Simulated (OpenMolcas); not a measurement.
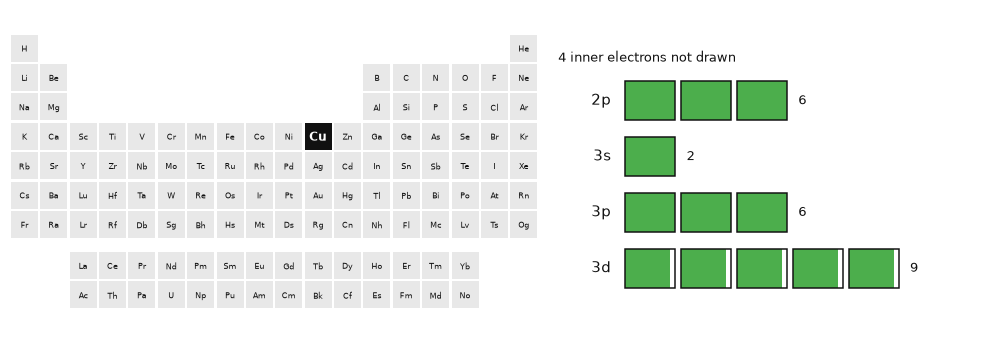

**Figure 1.** Left, the place of copper in the periodic table; right, the outer shells of the leading configuration of the lowest level: a box for each of the 2l + 1 orbitals, shaded by the share of the shell that is filled, with the electron count at the right.

Cu²⁺ complex: multiconfigurational calculation

System: Cu²⁺ with 6 ligands (NH3; octahedron, 2.15 Å), with no charges around it.
Method: state-averaged SS-CASPT2, IPEA shift 0.25, imaginary shift 0.1 hartree, closed shells 3s 3p of the metal and the valence shells of the ligands correlated, active space 9 electrons in the shell 3d, basis ANO-RCC-VTZP on the metal and ANO-RCC-VDZP on the ligands, DKH2 scalar Hamiltonian, spin-orbit coupling by RASSI with atomic mean-field integrals (OpenMolcas).

## Summary

```
                                 quantity                                                                 value
                                  outcome                                                             converged
      energy of the lowest spin-free term                                                   −1992.27879 hartree
    energy of the lowest spin-orbit level                                                   −1992.27919 hartree
                CASPT2 correlation energy                                                       −2.0158 hartree
largest spread among components of a term                                                              3.9 cm⁻¹
                  lowest reference weight                                                                 0.687
                                 hardware  1 thread of Arm Neoverse V2, 24 GiB of memory available, shared host
                                wall time                                                                  58 s
                              peak memory                                                               0.2 GiB
```

## Notes

To bear in mind: orbital doublet at a regular site, Jahn-Teller distortion not allowed for; with a single d shell and no ligand orbitals active, the ligand field and the g values of a late 3d ion can be well off; distances are set from ionic radii, not optimised.

## The input
```
&GATEWAY
Coord
25

Cu 0.0 0.0 0.0
N 2.150000 0.000000 0.000000
H 2.532099 0.945728 0.000000
H 2.532099 -0.472864 0.819024
H 2.532099 -0.472864 -0.819024
N 0.000000 2.150000 0.000000
H 0.000000 2.532099 0.945728
H 0.819024 2.532099 -0.472864
H -0.819024 2.532099 -0.472864
N -2.150000 0.000000 0.000000
H -2.532099 -0.945728 0.000000
H -2.532099 0.472864 -0.819024
H -2.532099 0.472864 0.819024
N 0.000000 -2.150000 0.000000
H 0.000000 -2.532099 -0.945728
H -0.819024 -2.532099 0.472864
H 0.819024 -2.532099 0.472864
N 0.000000 0.000000 2.150000
H 0.945728 0.000000 2.532099
H -0.472864 0.819024 2.532099
H -0.472864 -0.819024 2.532099
N 0.000000 0.000000 -2.150000
H -0.945728 0.000000 -2.532099
H 0.472864 -0.819024 -2.532099
H 0.472864 0.819024 -2.532099
Basis=Cu.ANO-RCC-VTZP,H.ANO-RCC-VDZP,N.ANO-RCC-VDZP
Group=XYZ
NoMove
AngMom=0.0 0.0 0.0
AMFI
RICD
&SEWARD
&RASSCF
FileOrb=start.orb
Symmetry=1
Spin=2
nActEl=9 0 0
Inactive=18 21
Ras2=5 0
CIRoot=5 5 1
SDav=5
CIMx=300
Iter=150 100
PrWF=0.3
OrbListing=Nothing
MaxOrb=0
LevShft=1.0
>>> COPY $Project.JobIph JOB001
&RASSI
NrOfJobIphs=1 5
1 2 3 4 5
IphNames
JOB001
EJob
SpinOrbit
DIPRint=1.0
SOCoupling=1000.0
Subsets=2
Property=9
'ANGMOM' 1 'ANGMOM' 2 'ANGMOM' 3 'MLTPL  1' 1 'MLTPL  1' 2 'MLTPL  1' 3
'AMFI' 1 'AMFI' 2 'AMFI' 3
SOProperty=3
'ANGMOM' 1 'ANGMOM' 2 'ANGMOM' 3
>>> COPY JOB001 $Project.JobIph
&CASPT2
Multistate=5 1 2 3 4 5
NoMult
Frozen=5 6
IPEA=0.25
Imaginary=0.1
MaxIter=60
WThr=0.0 0.3 0.05
PrWF=0.5
NoMix
```

The file start.orb holds starting orbitals from an earlier step. A driver script formed the levels outside the program, from RASSI's spin-orbit matrix and the CASPT2 energies (for multi-state variants, the effective Hamiltonian), averaged over the components of each term or state. The log and the time are those of the CASPT2 step.

Command:
```bash
OMP_NUM_THREADS=1 MOLCAS_MEM=2457 MOLCAS_PROJECT=a pymolcas a.inp > a.log  # once for each step of the input, in one work folder
```

## Log (extracts)
```
--- CASPT2 ---
Orbital specifications:
      -----------------------

      Symmetry species                           1   2
                                                ag  au
      Frozen orbitals                            5   6
      Inactive orbitals                         13  15
      Active orbitals                            5   0
      Secondary orbitals                        94  95
      Deleted orbitals                           0   0
      Number of basis functions                117 116
Type of calculation                        SS-CASPT2
      Fock operator                              state-specific
      IPEA shift                                 0.25
      Real shift                                 0.00
      Imaginary shift                            0.10
      The input orbitals will be transformed to quasi-canonical
Reference energy:       -1990.2629720998
      E2 (Non-variational):      -2.0143919063
      Shift correction:          -0.0014179148
      E2 (Variational):          -2.0158098210
      Total energy:           -1992.2787819209
      Residual norm:              0.0000005517
      Reference weight:           0.68670
      Contributions to the CASPT2 correlation energy
      Active & Virtual Only:         -0.3561033603
      One Inactive Excited:          -0.3629330239
      Two Inactive Excited:          -1.2953555221
Reference energy:       -1990.2629720995
      E2 (Non-variational):      -2.0144094523
      Shift correction:          -0.0014179975
      E2 (Variational):          -2.0158274498
      Total energy:           -1992.2787995493
      Residual norm:              0.0000005411
      Reference weight:           0.68669
      Contributions to the CASPT2 correlation energy
      Active & Virtual Only:         -0.3560949764
      One Inactive Excited:          -0.3629591834
      Two Inactive Excited:          -1.2953552924
::    CASPT2 Root  1     Total energy:  -1992.27878192
::    CASPT2 Root  2     Total energy:  -1992.27879955
::    CASPT2 Root  3     Total energy:  -1992.22998183
::    CASPT2 Root  4     Total energy:  -1992.22997577
::    CASPT2 Root  5     Total energy:  -1992.22914908
```

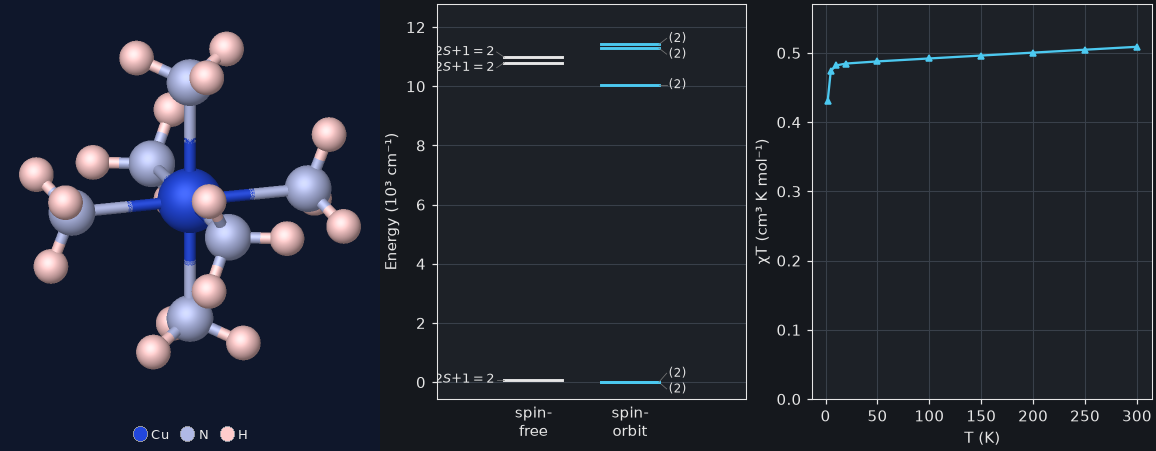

**Figure 2.** Cu²⁺ (3d⁹) with 6 ligands, NH₃, at 2.15 Å (arrangement: octahedron, Ci), and its levels and susceptibility. Labels give the representation in O, Td, D4 or D3 as the site allows (double group for half-integer spin) where it could be assigned and, in brackets, the degeneracy; spin-free states, where drawn, share the zero of the spin-orbit levels. Powder susceptibility by Van Vleck's formula. The ground level is a Kramers doublet, 100 % from states of spin multiplicity 2. Its principal g values are 0.26, 0.26 and 2.27, easy-axis. The next level lies at 2.2 cm⁻¹. χT is 0.430 cm³ K mol⁻¹ at 2 K and 0.509 at 300 K, an effective moment of 2.02 μB.
